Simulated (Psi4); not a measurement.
**Run report: As2, single-point calculation**

As2, SMILES [As]#[As], computed with SCAN/def2-SVP, RKS (Psi4 1.11).

The geometry comes from this level: PBE0-D4/def2-TZVP.

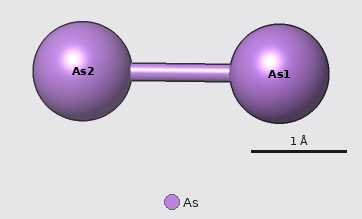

The input geometry (ball-and-stick view, seen on its broad side; atoms are numbered from 1 in the order of the input).

### Summary

| quantity | value |
| --- | --- |
| outcome | converged |
| total energy | −4472.526251 hartree |
| basis functions | 64 |
| HOMO | −6.84 eV |
| LUMO | −3.25 eV |
| dipole moment | 0.00 D |
| hardware | 1 thread of Intel Xeon @ 2.70GHz, 189 GiB of memory available, shared host |
| wall time | 2.9 s |
| peak memory | 0.23 GiB |

### Remarks

These settings are looser than, or depart from, a standard set-up, so the numbers are not reference values for this system.

### Input (calc.inp)
```
memory 1.6 GB

molecule {
  As     0.00000000     0.00000000     0.00468652
  As     0.00000000     0.00000000     3.95234329
  units au
  symmetry c1
}

set {
  puream               true
  scf_type             pk
  dft_radial_points    15
  dft_spherical_points 26
}

E = energy("scan/def2-SVP")
print_variables()
```

Launch command:
```bash
psi4 -i calc.inp -o calc.out -n 1
```

### The program's output
```
Psi4 1.11 release

   => Loading Basis Set <=

    Name: DEF2-SVP
    Role: ORBITAL
    Keyword: BASIS

         ---------------------------------------------------------
                                   SCF
                              RKS Reference
                        1 Threads,   1525 MiB Core
         ---------------------------------------------------------

  ==> Geometry <==

    Molecular point group: c1
    Full point group: D_inf_h

    Geometry (in Bohr), charge = 0, multiplicity = 1:

       Center              X                  Y                   Z               Mass
    ------------   -----------------  -----------------  -----------------  -----------------
         AS           0.000000000000     0.000000000000    -1.973828385000    74.921594570000
         AS           0.000000000000     0.000000000000     1.973828385000    74.921594570000

  Running in c1 symmetry.

  Rotational constants: A = ************  B =      0.10312  C =      0.10312 [cm^-1]
  Rotational constants: A = ************  B =   3091.42807  C =   3091.42807 [MHz]
  Nuclear repulsion =  275.859848879415097

  Charge       = 0
  Multiplicity = 1
  Electrons    = 66
  Nalpha       = 33
  Nbeta        = 33

  ==> Algorithm <==

  SCF Algorithm Type is PK.
  DIIS enabled.
  MOM disabled.
  Fractional occupation disabled.
  Guess Type is SAD.
  Energy threshold   = 1.00e-06
  Density threshold  = 1.00e-06
  Integral threshold = 1.00e-12

  ==> Primary Basis <==

  Basis Set: DEF2-SVP
    Blend: DEF2-SVP
    Number of shells: 24
    Number of basis functions: 64
    Number of Cartesian functions: 70
    Spherical Harmonics?: true
    Max angular momentum: 2

  ==> DFT Potential <==

   => LibXC <=

    Version 7.1.2

   => Composite Functional: SCAN <=

    Deriv               =              1
    GGA                 =           TRUE
    Meta                =           TRUE

    Exchange Hybrid     =          FALSE
    MP2 Hybrid          =          FALSE

   => Exchange Functionals <=

    1.0000   XC_MGGA_X_SCAN

   => Correlation Functionals <=

    1.0000   XC_MGGA_C_SCAN

   => LibXC Density Thresholds  <==

    XC_MGGA_C_SCAN:  1.00E-15
    XC_MGGA_X_SCAN:  1.00E-15

   => Molecular Quadrature <=

    Radial Scheme          =       TREUTLER
    Pruning Scheme         =           NONE
    Nuclear Scheme         =       TREUTLER

    Blocking Scheme        =         OCTREE
    BS radius alpha        =              1
    Pruning alpha          =              1
    Radial Points          =             15
    Spherical Points       =             26
    Total Points           =            718
    Total Blocks           =             11
    Max Points             =             87
    Max Functions          =             64
    Weights Tolerance      =       1.00E-15

  ==> Integral Setup <==

  Using in-core PK algorithm.
   Calculation information:
      Number of atoms:                   2
      Number of AO shells:              24
      Number of primitives:             60
      Number of atomic orbitals:        70
      Number of basis functions:        64

      Integral cutoff                 1.00e-12
      Number of threads:                 1

  Performing in-core PK
  Using 4328480 doubles for integral storage.
  We computed 40176 shell quartets total.
  Whereas there are 45150 unique shell quartets.

  ==> DiskJK: Disk-Based J/K Matrices <==

    J tasked:                  Yes
    K tasked:                   No
    wK tasked:                  No
    Memory [MiB]:             1141
    Schwarz Cutoff:          1E-12

  Cached 100.0% of DFT collocation blocks in 0.003 [GiB].

  Minimum eigenvalue in the overlap matrix is 9.1933660550E-03.
  Reciprocal condition number of the overlap matrix is 2.7240549312E-03.
    Using symmetric orthogonalization.

  ==> Pre-Iterations <==

  SCF Guess: Superposition of Atomic Densities via on-the-fly atomic UHF (no occupation information).

   -------------------------
    Irrep   Nso     Nmo
   -------------------------
     A         64      64
   -------------------------
    Total      64      64
   -------------------------

  ==> Iterations <==

                        Total Energy        Delta E     RMS |[F,P]|

   @RKS iter SAD: -4466.32785284755755   -4.46633e+03   0.00000e+00
   @RKS iter   1: -4470.46172684242265   -4.13387e+00   5.08865e-02 ADIIS/DIIS
   @RKS iter   2: -4469.17208854971250    1.28964e+00   7.48782e-02 ADIIS/DIIS
   @RKS iter   3: -4472.51506551363673   -3.34298e+00   4.20637e-03 ADIIS/DIIS
   @RKS iter   4: -4472.52595214544363   -1.08866e-02   3.58688e-04 ADIIS/DIIS
   @RKS iter   5: -4472.52621763552634   -2.65490e-04   9.96681e-05 DIIS
   @RKS iter   6: -4472.52625032957894   -3.26941e-05   1.81217e-05 DIIS
   @RKS iter   7: -4472.52625106499636   -7.35417e-07   2.21703e-06 DIIS
   @RKS iter   8: -4472.52625108372649   -1.87301e-08   2.98417e-07 DIIS
  Energy and wave function converged.

  ==> Post-Iterations <==

   Electrons on quadrature grid:
      Ntotal   =   65.9013392653 ; deviation = -9.866e-02

    Orbital Energies [Eh]
    ---------------------

    Doubly Occupied:

       1A   -425.962308     2A   -425.962268     3A    -52.947637
       4A    -52.947530     5A    -47.343266     6A    -47.343266
       7A    -47.343231     8A    -47.343231     9A    -47.340609
      10A    -47.340388    11A     -6.923987    12A     -6.923789
      13A     -4.990079    14A     -4.988753    15A     -4.988087
      16A     -4.988087    17A     -4.988001    18A     -4.988001
      19A     -1.565823    20A     -1.548507    21A     -1.544706
      22A     -1.544632    23A     -1.543994    24A     -1.543869
      25A     -1.540611    26A     -1.540611    27A     -1.535558
      28A     -1.535558    29A     -0.636119    30A     -0.461125
      31A     -0.263163    32A     -0.251412    33A     -0.251412

    Virtual:

      34A     -0.119262    35A     -0.119262    36A      0.057132
      37A      0.156883    38A      0.245054    39A      0.311883
      40A      0.311883    41A      0.323864    42A      0.347957
      43A      0.373438    44A      0.431379    45A      0.431379
      46A      0.464169    47A      0.464169    48A      0.501350
      49A      0.509843    50A      0.523120    51A      0.704992
      52A      0.763038    53A      0.763038    54A      0.998368
      55A      2.620520    56A      2.627689    57A      2.691599
      58A      2.691599    59A      2.694858    60A      2.703076
      61A      2.774238    62A      2.774238    63A      2.824742
      64A      2.936662

    Final Occupation by Irrep:
              A
    DOCC [    33 ]
    NA   [    33 ]
    NB   [    33 ]

  @RKS Final Energy: -4472.52625108372649

   => Energetics <=

    Nuclear Repulsion Energy =            275.8598488794150967
    One-Electron Energy =               -6782.7750405504266382
    Two-Electron Energy =                2202.0582220655596757
    DFT Exchange-Correlation Energy =    -167.6692814782747973
    Empirical Dispersion Energy =           0.0000000000000000
    VV10 Nonlocal Energy =                  0.0000000000000000
    Total Energy =                      -4472.5262510837264927

Computation Completed

Properties will be evaluated at   0.000000,   0.000000,   0.000000 [a0]

Properties computed using the SCF density matrix

 Multipole Moments:

 ------------------------------------------------------------------------------------
     Multipole            Electronic (a.u.)      Nuclear  (a.u.)        Total (a.u.)
 ------------------------------------------------------------------------------------

 L = 1.  Multiply by 2.5417464519 to convert [e a0] to [Debye]
 Dipole X            :          0.0000000            0.0000000            0.0000000
 Dipole Y            :         -0.0000000            0.0000000           -0.0000000
 Dipole Z            :          0.0000000            0.0000000            0.0000000
 Magnitude           :                                                    0.0000000

 ------------------------------------------------------------------------------------

	total time  =          1 seconds =       0.02 minutes

  Variable Map:
  ----------------------------------------------------------------------------
  "CURRENT ENERGY"              =>   -4472.526251083726
  "CURRENT REFERENCE ENERGY"    =>   -4472.526251083726
  "DD SOLVATION ENERGY"         =>       0.000000000000
  "DFT FUNCTIONAL TOTAL ENERGY" =>   -4472.526251083726
  "DFT TOTAL ENERGY"            =>   -4472.526251083726
  "DFT VV10 ENERGY"             =>       0.000000000000
  "DFT XC ENERGY"               =>    -167.669281478275
  "GRID ELECTRONS ALPHA"        =>      32.950669632646
  "GRID ELECTRONS BETA"         =>      32.950669632646
  "GRID ELECTRONS TOTAL"        =>      65.901339265292
  "NUCLEAR REPULSION ENERGY"    =>     275.859848879415
  "ONE-ELECTRON ENERGY"         =>   -6782.775040550427
  "PCM POLARIZATION ENERGY"     =>       0.000000000000
  "PE ENERGY"                   =>       0.000000000000
  "SCF ITERATION ENERGY"        =>   -4472.526251083726
  "SCF ITERATIONS"              =>       8.000000000000
  "SCF TOTAL ENERGY"            =>   -4472.526251083726
  "TWO-ELECTRON ENERGY"         =>    2202.058222065560
  "XC GRID RADIAL POINTS"       =>      15.000000000000
  "XC GRID SPHERICAL POINTS"    =>      26.000000000000
  "XC GRID TOTAL POINTS"        =>     718.000000000000

  Array Variable Map:
  ----------------------------------------------------------------------------
  "CURRENT DIPOLE"              =>       0.000000000000 ... 0.000000046149 1 by 3
  "SCF DIPOLE"                  =>       0.000000000000 ... 0.000000046149 1 by 3
  "SCF TOTAL ENERGIES"          =>   -4466.327852847558 ... -4472.526251083726 1 by 9

    Psi4 run time: 0:00:01.47
```

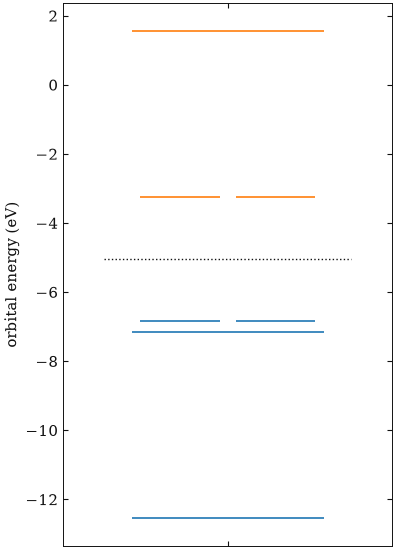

Orbital energies near the frontier; the dotted line parts filled from empty levels, and levels within 0.02 eV of each other stand side by side. Highest filled −6.84 eV, lowest empty −3.25 eV, 3.59 eV apart.
